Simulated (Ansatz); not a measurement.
```
Zn Ru Sn
1.0
    -0.77417   -0.08053   -6.51686
    -0.44117    6.65461    0.07396
     6.92680   -0.43965    0.76695
Zn Ru Sn
5 4 7
Cartesian
  1.3504 1.7306 -4.5448
  4.0953 1.1490 -4.6999
  1.2638 1.6816 -0.9948
  3.7960 5.3169 -4.0795
  4.9766 0.8704 -1.9760
  2.6159 0.1697 -2.7150
  1.3434 4.3982 -4.2889
  1.4970 4.3735 -1.0737
  4.2913 5.0285 -1.5802
  6.2468 5.6564 0.2415
  2.6574 6.4421 0.1091
  -0.7348 3.2916 -5.6115
  -0.3904 6.2730 -3.6603
  3.7119 3.3942 0.3693
  6.3272 3.0748 -1.7098
  3.0139 2.9278 -2.7119
```

Space group P1; a generated structure, not necessarily the stable one; computed without spin polarisation.

Computed with DFT PBEsol, scalar-relativistic, plane waves, PAW in Ansatz 0.2.0.

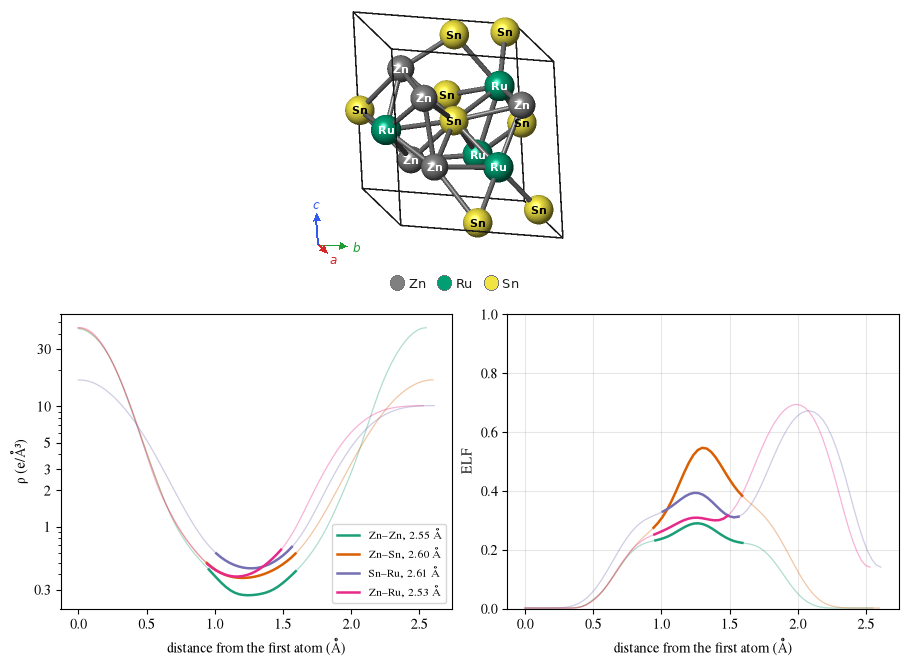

Zn5Sn7Ru4. Valence electron density and ELF along straight lines between neighbouring atoms. Thin, pale parts lie inside the atomic spheres. The structure is drawn too.

The density is the valence pseudo-density of a PAW calculation; it isn't the true density close to the nuclei.

What can be read from the curves?

Zn–Zn (2.55 Å): the density is about 0.27 e/Å³ at the midpoint; the ELF is about 0.30 at the midpoint: no localised pair shows between them.
Zn–Sn (2.60 Å): the density is about 0.38 e/Å³ at the midpoint; the ELF reaches about 0.55 near the midpoint.
Sn–Ru (2.61 Å): ρ is about 0.45 e/Å³ halfway; the ELF is about 0.40 at the midpoint.
Zn–Ru (2.53 Å): ρ at the midpoint is about 0.41 e/Å³; the ELF is about 0.30 at the midpoint.
